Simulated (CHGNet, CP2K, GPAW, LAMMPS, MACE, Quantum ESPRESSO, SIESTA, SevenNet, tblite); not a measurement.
# Glassy 63SiO2-22Al2O3-15ZnO (mol %) (89 atoms) in CP2K

How do the settings of CP2K change the result for glassy 63SiO2-22Al2O3-15ZnO (mol %) (89 atoms)? A plane-wave run serves as the yardstick.

Calculated with CP2K 2026.2; the method is named at each step.

## (1) Set-up

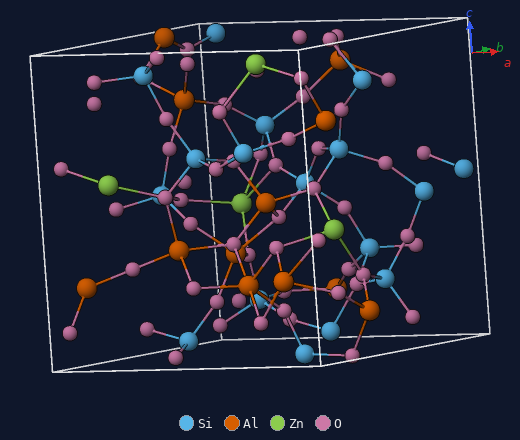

The cell as given, slightly off an axis (silicon blue, aluminium orange, zinc green, oxygen pink). Bonds to atoms that aren't drawn are left out. Some periodic images of atoms are drawn too.

The cell holds 89 atoms: 17 Si, 12 Al, 4 Zn and 56 O. Its edges and angles: a = 10.382 Å, b = 10.382 Å, c = 10.382 Å, α = 90.0°, β = 90.0°, γ = 90.0°. 89 atoms (17 Si, 12 Al, 4 Zn, 56 O) placed at random at 2.7 g/cm³, melted at 4000 K for 10 ps at fixed volume with the Morse and Coulomb pair potential with partial charges (Pedone, Malavasi, Menziani, Cormack and Segre, J. Phys. Chem. B 110, 11780 (2006)). Quenched from 4000 K to 300 K at 20 K/ps and fixed volume, held 10 ps at zero pressure, then minimised at fixed cell.

The yardstick, on the same geometry:

```
method                                           : Kohn-Sham DFT, PBE, SSSP efficiency 1.3.0 pseudopotentials, plane waves (Quantum ESPRESSO 7.5); sssp-pbe-1.3.0-efficiency, cutoffs 60/480 Ry, Γ point
r.m.s. force component                           : 0.7442 eV/Å
longest force                                    : 3.049 eV/Å
pressure                                         : 7.99 GPa
gap (highest filled to lowest empty level) : 2.754 eV
time                                             : 5.6 min on 2 MPI ranks of Arm Neoverse V2, shared host
CPU time                                         : 11 min
```

## (2) PBE, DZVP-MOLOPT-SR, 800/50 Ry, diagonalisation

Method: Kohn-Sham DFT, PBE, GTH-PBE pseudopotentials, Gaussian and plane waves, DZVP-MOLOPT-SR-GTH, diagonalisation.

File input.inp:

```
&GLOBAL
  PROJECT cell
  RUN_TYPE ENERGY_FORCE
  PRINT_LEVEL LOW
&END GLOBAL
&FORCE_EVAL
  METHOD QS
  STRESS_TENSOR ANALYTICAL
  &DFT
    BASIS_SET_FILE_NAME BASIS_MOLOPT
    POTENTIAL_FILE_NAME GTH_POTENTIALS
    &MGRID
      CUTOFF 800
      REL_CUTOFF 50
      NGRIDS 5
    &END MGRID
    &QS
      EPS_DEFAULT 1.0E-12
    &END QS
    &SCF
      SCF_GUESS ATOMIC
      EPS_SCF 5.0E-06
      MAX_SCF 200
      ADDED_MOS 14
      &DIAGONALIZATION
        ALGORITHM STANDARD
      &END DIAGONALIZATION
      &SMEAR ON
        METHOD FERMI_DIRAC
        ELECTRONIC_TEMPERATURE [K] 580
      &END SMEAR
      &MIXING
        METHOD BROYDEN_MIXING
        ALPHA 0.3
        NBROYDEN 12
      &END MIXING
      &PRINT
        &RESTART OFF
        &END RESTART
      &END PRINT
    &END SCF
    &XC
      &XC_FUNCTIONAL PBE
      &END XC_FUNCTIONAL
    &END XC
    &PRINT
      &MULLIKEN ON
      &END MULLIKEN
      &HIRSHFELD ON
        SHAPE_FUNCTION DENSITY
      &END HIRSHFELD
      &MO ON
        EIGENVALUES T
        OCCUPATION_NUMBERS T
        MO_INDEX_RANGE 233 256
        &EACH
          QS_SCF 0
        &END EACH
        ADD_LAST NUMERIC
      &END MO
    &END PRINT
  &END DFT
  &SUBSYS
    &CELL
      A 10.38180 0.00000 0.00000
      B 0.00000 10.38180 0.00000
      C 0.00000 0.00000 10.38180
    &END CELL
    &COORD
      SCALED
      Si 0.35603 0.78370 0.69473
      Si 0.95919 0.42509 0.86233
      Si 0.99278 0.68688 0.48352
      Si 0.69972 0.38231 0.00552
      Si 0.46196 0.19957 0.64577
      Si 0.57059 0.65843 0.52038
      Si 0.33498 0.71030 0.15088
      Si 0.87305 0.61089 0.21689
      Si 0.79230 0.52126 0.63727
      Si 0.34931 0.10548 0.92042
      Si 0.68936 0.82030 0.29629
      Si 0.16760 0.44790 0.50982
      Si 0.62094 0.66635 0.04987
      Si 0.28034 0.36752 0.05511
      Si 0.95988 0.97975 0.52517
      Si 0.72496 0.06805 0.67185
      Si 0.07516 0.97575 0.97069
      Al 0.40589 0.48128 0.31970
      Al 0.37021 0.20759 0.35621
      Al 0.22650 0.52527 0.80364
      Al 0.98284 0.15759 0.76108
      Al 0.07289 0.67631 0.98792
      Al 0.08484 0.10206 0.25409
      Al 0.57131 0.91128 0.88366
      Al 0.97147 0.35244 0.14092
      Al 0.59634 0.37950 0.48574
      Al 0.45808 0.97495 0.15688
      Al 0.61585 0.21489 0.24030
      Al 0.83164 0.08153 0.26245
      Zn 0.76778 0.10960 0.94857
      Zn 0.87601 0.32843 0.40109
      Zn 0.22506 0.05008 0.58167
      Zn 0.27890 0.73702 0.45326
      O 0.22456 0.15856 0.30464
      O 0.54087 0.53687 0.42573
      O 0.94618 0.64082 0.09127
      O 0.66192 0.60739 0.63334
      O 0.33126 0.86495 0.16149
      O 0.04658 0.06161 0.63513
      O 0.12761 0.36971 0.09579
      O 0.05676 0.83055 0.93461
      O 0.96163 0.06594 0.90463
      O 0.05931 0.54356 0.87561
      O 0.64240 0.78997 0.96928
      O 0.04252 0.37234 0.47582
      O 0.46394 0.01207 0.98398
      O 0.59003 0.11286 0.61921
      O 0.88899 0.45968 0.24464
      O 0.32191 0.21995 0.01714
      O 0.29997 0.44422 0.92355
      O 0.81428 0.98082 0.57728
      O 0.28724 0.41708 0.42126
      O 0.75491 0.41742 0.52365
      O 0.65659 0.34747 0.14694
      O 0.03348 0.30186 0.81690
      O 0.21331 0.02872 0.90901
[... 29 atom lines left out ...]
      O 0.80135 0.91742 0.29348
      O 0.36497 0.41640 0.17282
      O 0.64687 0.75864 0.43094
      O 0.27519 0.87314 0.59625
    &END COORD
    &KIND Si
      BASIS_SET DZVP-MOLOPT-SR-GTH-q4
      POTENTIAL GTH-PBE-q4
    &END KIND
    &KIND Al
      BASIS_SET DZVP-MOLOPT-SR-GTH-q3
      POTENTIAL GTH-PBE-q3
    &END KIND
    &KIND Zn
      BASIS_SET DZVP-MOLOPT-SR-GTH-q12
      POTENTIAL GTH-PBE-q12
    &END KIND
    &KIND O
      BASIS_SET DZVP-MOLOPT-SR-GTH-q6
      POTENTIAL GTH-PBE-q6
    &END KIND
  &END SUBSYS
  &PRINT
    &FORCES ON
    &END FORCES
    &STRESS_TENSOR ON
    &END STRESS_TENSOR
  &END PRINT
&END FORCE_EVAL
```

Launch:

```sh
$ OMP_NUM_THREADS=1 mpirun -np 4 cp2k.psmp -i input.inp > output.txt
```

Numbers of over 12 decimals in the logs are rounded to 6 here.

Log:

```text
CP2K| version string:                                       CP2K version 2026.2
 CP2K| Input file name                                                 input.inp
 GLOBAL| Basis set file name                                        BASIS_MOLOPT
 GLOBAL| Potential file name                                      GTH_POTENTIALS
 GLOBAL| Run type                                                   ENERGY_FORCE
 GLOBAL| Total number of message passing processes                             4
 GLOBAL| Number of threads for this process                                    1
 TOTAL NUMBERS AND MAXIMUM NUMBERS
  Total number of            - Atomic kinds:                                   4
                             - Atoms:                                         89
                             - Shell sets:                                    89
                             - Shells:                                       453
                             - Primitive Cartesian functions:                420
                             - Cartesian basis functions:                   1310
                             - Spherical basis functions:                   1205
  Maximum angular momentum of- Orbital basis functions:                        3
                             - Local part of the GTH pseudopotential:          2
                             - Non-local part of the GTH pseudopotential:      4
 SCF PARAMETERS         Density guess:                                    ATOMIC
                        max_scf:                                             200
                        eps_scf:                                        5.00E-06
                        added MOs                                        14    0
                        Mixing method:                            BROYDEN_MIXING
                                                charge density mixing in g-space
                        Smear method:                                FERMI_DIRAC
                        Electronic temperature [K]:                        580.0
                        Electronic temperature [a.u.]:                  1.84E-03
                        Accuracy threshold:                             1.00E-10
 Extrapolation method: initial_guess
 Number of electrons:                                                        488
 Number of occupied orbitals:                                                244
 Number of molecular orbitals:                                               258
 Number of orbital functions:                                               1205
 Number of independent orbital functions:                                   1205
 SCF WAVEFUNCTION OPTIMIZATION
  Step     Update method      Time    Convergence         Total energy    Change
     1 NoMix/Diag. 0.30E+00    2.8     1.88376409     -1237.7738156469 -1.24E+03
     2 Broy./Diag. 0.30E+00    3.5     0.29026027     -1144.4849720628  9.33E+01
     3 Broy./Diag. 0.30E+00    3.5     0.11050634     -1219.6592166333 -7.52E+01
     4 Broy./Diag. 0.30E+00    3.5     0.02977775     -1237.2532804417 -1.76E+01
[...]
13 Broy./Diag. 0.30E+00    3.6     0.00001244     -1236.0365651930  9.82E-05
    14 Broy./Diag. 0.30E+00    3.7     0.00000497     -1236.0365238408  4.14E-05
  *** SCF run converged in    14 steps ***
  Electronic density on regular grids:       -488.0000000000        0.0000000000
  Core density on regular grids:              487.9999999996       -0.0000000004
  Total charge density on r-space grids:       -0.0000000003
  Total charge density g-space grids:          -0.0000000003
  Overlap energy of the core charge distribution:               1.32751e-06
  Self energy of the core charge distribution:              -2886.157394
  Core Hamiltonian energy:                                    834.577835
  Hartree energy:                                            1084.796547
  Exchange-correlation energy:                               -269.253513
  Electronic entropic energy:                                  -3.3e-13
  Fermi energy:                                                 0.166897
  Total energy:                                             -1236.036524
  Total energy (extrapolated to T->0):                      -1236.036524
 MO| EIGENVALUES AND OCCUPATION NUMBERS
 MO|
 MO|  Index      Eigenvalue [a.u.]        Eigenvalue [eV]             Occupation
 MO|    233               0.077951               2.121159               2.000000
 MO|    234               0.080157               2.181188               2.000000
 MO|    235               0.082808               2.253314               2.000000
[...]
MO|    255               0.345120               9.391188               0.000000
 MO|    256               0.347090               9.444791               0.000000
 MO| Sum:                                                             488.000000
 MO| E(Fermi):            0.166897 a.u.          4.541490 eV
 !-----------------------------------------------------------------------------!
                     Mulliken Population Analysis
 #  Atom  Element  Kind  Atomic population                           Net charge
       1     Si       1          3.241384                              0.758616
       2     Si       1          3.229789                              0.770211
       3     Si       1          3.155168                              0.844832
[...]
88     O        4          6.441379                             -0.441379
      89     O        4          6.538898                             -0.538898
 # Total charge                            488.000000                  0.000000
 !-----------------------------------------------------------------------------!
 !-----------------------------------------------------------------------------!
                           Hirshfeld Charges
  #Atom  Element  Kind  Ref Charge     Population                    Net charge
      1       Si     1       4.000          3.518                         0.482
      2       Si     1       4.000          3.448                         0.552
      3       Si     1       4.000          3.464                         0.536
[...]
88       O      4       6.000          6.268                        -0.268
     89       O      4       6.000          6.308                        -0.308
  Total Charge                                                           -0.000
 !-----------------------------------------------------------------------------!
 ENERGY| Total FORCE_EVAL ( QS ) energy [hartree]          -1236.036398
 FORCES| Atomic forces [hartree/bohr]
 FORCES|   Atom     x               y               z               |f|
 FORCES|      1  1.36882485E-02 -1.81054091E-03  9.66563120E-03   1.68543950E-02
 FORCES|      2 -5.16999976E-03 -1.80921197E-02  1.24540231E-02   2.25644938E-02
 FORCES|      3 -9.71238501E-03 -2.44287930E-02 -1.73919468E-02   3.15210432E-02
[...]
FORCES|     88  5.67284478E-03  3.78114868E-03  2.19028713E-02   2.29393554E-02
 FORCES|     89 -1.62457711E-02  5.55368813E-03 -2.43041220E-02   2.97566611E-02
 FORCES| Sum    -8.42723105E-04 -3.41877407E-04  2.42884821E-03
 FORCES| Total atomic force                                       2.59352387E-03
 STRESS| Analytical stress tensor [bar]
 STRESS|                        x                   y                   z
 STRESS|      x        6.90155713683E+04   9.27820555646E+03   6.83986870546E+03
 STRESS|      y        9.27820555646E+03   8.60680162034E+04   8.39700456207E+00
 STRESS|      z        6.83986870546E+03   8.39700456207E+00   7.28437341268E+04
 STRESS| 1/3 Trace                                             7.59757738995E+04
```

It took 61 s on 4 MPI ranks of Arm Neoverse V2, shared host; peak memory 6 GiB; 4 min of CPU time.

Banners, paths, timers and routine set-up lines are dropped from the logs unmarked, and long logs keep their key lines alone; longer cuts are marked.

Numbers from this run, and their distance from the reference:

```yaml
r_m_s_force_component: 0.7269 eV/Å
r_m_s_difference_of_force_components: 101.3 meV/Å
longest_difference_of_force_vectors: 533.4 meV/Å
force_difference_over_r_m_s_force: 13.61 %
slope_of_forces_against_the_reference_s: 0.9677
correlation_of_force_components: 0.9908
spacing_of_highest_filled_and_lowest_empty_level: 2.717 eV
gap_difference: -0.037 eV
pressure: 7.598 GPa
pressure_difference: -0.3921 GPa
```

Length of the force difference by element (eV/Å):

```
element  atoms  mean  most
     Al     12  0.16  0.30
      O     56  0.11  0.33
     Si     17  0.26  0.53
     Zn      4  0.14  0.20
```

Levels nearest the highest filled one (eV from it): -1.06, -1.00, -0.93, -0.90, -0.86, -0.81, -0.78, -0.74, -0.54, -0.48, -0.18, 0.00, 2.72, 3.90, 4.19, 4.93, 5.09, 5.39, 5.63, 5.73, 5.85, 6.11, 6.21, 6.26.

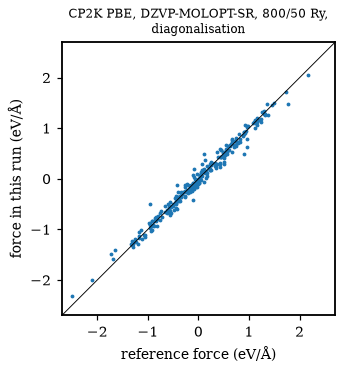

Force components against those of the reference; the line marks equality.

Local excerpt of 9 atoms (numbers count through the whole input) about O75, which bears the longest force; x, y, z are measured from there.

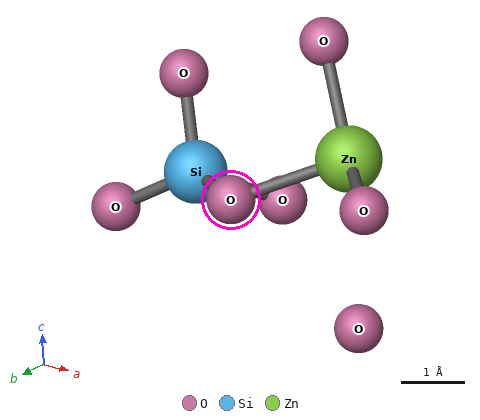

The atoms of the table, within 3.0 Å (arrows a, b, c point along x, y, z); some may hide others; the central atom is ringed.

```csv
atom,x,y,z,distance (Å),Hirshfeld charge (e),Fx,Fy,Fz (eV/Å)
O75,0.00,0.00,0.00,0.00,-0.37,-0.45,-1.40,-2.32
Si4,0.35,1.15,0.94,1.53,0.49,0.49,-0.41,1.27
Zn30,1.05,-1.68,0.35,2.02,0.54,-0.03,0.79,1.07
O54,-0.10,0.79,2.41,2.54,-0.36,-0.26,0.88,1.49
O66,2.18,1.14,0.85,2.61,-0.23,-0.17,0.65,-0.21
O64,0.02,2.72,0.81,2.83,-0.26,0.33,0.60,-1.19
O61,1.67,-0.98,-2.18,2.92,-0.35,-0.10,1.19,0.28
O84,0.60,-1.78,2.24,2.92,-0.37,-0.46,-0.12,-0.12
O68,0.25,-2.82,-1.09,3.03,-0.29,0.17,-0.68,0.51
```

Forces lie 14 % from the reference's, at 0.36 times its CPU time (on 4 against 2 cores).

## (3) RPBE, PBE potentials, DZVP-MOLOPT-SR, 800/50 Ry, OT DIIS

Method: Kohn-Sham DFT, RPBE, GTH-PBE pseudopotentials, Gaussian and plane waves, DZVP-MOLOPT-SR-GTH, orbital transformation.

input.inp: that of step 2 with these lines changed.

```diff
@@ -21,17 +21,13 @@
       SCF_GUESS ATOMIC
-      EPS_SCF 5.0E-06
-      MAX_SCF 200
-      ADDED_MOS 14
-      &DIAGONALIZATION
-        ALGORITHM STANDARD
-      &END DIAGONALIZATION
-      &SMEAR ON
-        METHOD FERMI_DIRAC
-        ELECTRONIC_TEMPERATURE [K] 580
-      &END SMEAR
-      &MIXING
-        METHOD BROYDEN_MIXING
-        ALPHA 0.3
-        NBROYDEN 12
-      &END MIXING
+      EPS_SCF 1.0E-06
+      MAX_SCF 30
+      &OT
+        MINIMIZER DIIS
+        PRECONDITIONER FULL_ALL
+        ENERGY_GAP 0.001
+      &END OT
+      &OUTER_SCF
+        EPS_SCF 1.0E-06
+        MAX_SCF 8
+      &END OUTER_SCF
       &PRINT
@@ -42,3 +38,7 @@
     &XC
-      &XC_FUNCTIONAL PBE
+      &XC_FUNCTIONAL
+        &GGA_X_RPBE
+        &END GGA_X_RPBE
+        &GGA_C_PBE
+        &END GGA_C_PBE
       &END XC_FUNCTIONAL
@@ -51,11 +51,7 @@
       &END HIRSHFELD
-      &MO ON
-        EIGENVALUES T
-        OCCUPATION_NUMBERS T
-        MO_INDEX_RANGE 233 256
-        &EACH
-          QS_SCF 0
-        &END EACH
-        ADD_LAST NUMERIC
-      &END MO
+      &MO_CUBES
+        NHOMO 1
+        NLUMO 4
+        WRITE_CUBE F
+      &END MO_CUBES
     &END PRINT
```

Log:

```text
CP2K| version string:                                       CP2K version 2026.2
 CP2K| Input file name                                                 input.inp
 GLOBAL| Basis set file name                                        BASIS_MOLOPT
 GLOBAL| Potential file name                                      GTH_POTENTIALS
 GLOBAL| Run type                                                   ENERGY_FORCE
 GLOBAL| Total number of message passing processes                             4
 GLOBAL| Number of threads for this process                                    1
[... lines left out ...]
 Number of electrons:                                                        488
[... lines left out ...]
  Step     Update method      Time    Convergence         Total energy    Change
[... lines left out ...]
  Total energy:                                             -1237.089774
[... lines left out ...]
  Step     Update method      Time    Convergence         Total energy    Change
[... lines left out ...]
  *** SCF run converged in     5 steps ***
[... lines left out ...]
  Total energy:                                             -1237.090230
[... lines left out ...]
  outer SCF loop converged in   2 iterations or   35 steps
[... lines left out ...]
 Fermi Energy [eV] :    3.303834
[... lines left out ...]
 WARNING : did not converge in ot_eigensolver
 number of iterations          299  exceeded maximum
 current gradient / target gradient   1.6491733754091810E-005  /    1.0000000000000001E-005
       0.22587780      0.26867054      0.27928381      0.30800437
 HOMO - LUMO gap [eV] :    2.842614
 ENERGY| Total FORCE_EVAL ( QS ) energy [hartree]          -1237.090230
 FORCES| Atomic forces [hartree/bohr]
 FORCES|   Atom     x               y               z               |f|
 FORCES|      1  1.39370189E-02 -1.69119588E-03  1.03549423E-02   1.74449268E-02
 FORCES|      2 -5.11761070E-03 -1.84431720E-02  1.16250653E-02   2.23938089E-02
 FORCES|      3 -1.02518304E-02 -2.49151875E-02 -1.73449376E-02   3.20423697E-02
[...]
FORCES|     88  4.80883491E-03  4.69992252E-03  2.27516284E-02   2.37244759E-02
 FORCES|     89 -1.47044556E-02  3.15260991E-03 -2.28149812E-02   2.73255070E-02
 FORCES| Sum    -4.02024948E-03 -4.65410503E-03  9.64481008E-03
 FORCES| Total atomic force                                       1.14387701E-02
 STRESS| Analytical stress tensor [bar]
 STRESS|                        x                   y                   z
 STRESS|      x        8.15668010010E+04   8.61483991597E+03   6.44157776207E+03
 STRESS|      y        8.61483991597E+03   9.87962561412E+04   3.88358060005E+02
 STRESS|      z        6.44157776207E+03   3.88358060005E+02   8.51603801697E+04
 STRESS| 1/3 Trace                                             8.85078124373E+04
```

It took 2.1 min on 4 MPI ranks; peak memory 3.5 GiB; 8.3 min of CPU time.

The solver for the empty levels stopped short of its threshold, so the gap is rough; its iterations count in the time.

Against the reference:

| Property | Result |
| --- | --- |
| r.m.s. force component | 0.7229 eV/Å |
| r.m.s. difference of force components | 137.1 meV/Å |
| longest difference of force vectors | 646.7 meV/Å |
| force difference over r.m.s. force | 18.43 % |
| slope of forces against the reference's | 0.9548 |
| correlation of force components | 0.9829 |
| gap (highest filled to lowest empty level) | 2.843 eV |
| gap difference | 0.0889 eV |
| pressure | 8.851 GPa |
| pressure difference | 0.8611 GPa |

Against the first run (14 %), the force difference from the reference is 18 %, at 2.1 times the CPU time (35 SCF steps against 14); the model has changed, so this is no error of the program alone.

The forces add up to 0.59 eV/Å instead of zero, usually a sign of too coarse a grid.

(Part 1 of 2 ends here.)

[Also dropped from logs without a mark: logging warnings of Python, and SIESTA's first energy breakdown and zero terms.]

[Logs are printed without paths, hosts, clocks, repeated set-up lines and the standing remarks that a program may print on its own settings, such as how far it seeks lower states.]

[Hosts, paths, dates, database ids (printed as entryN), source tags and the programs' standing remarks are cut or masked in the printed files.]
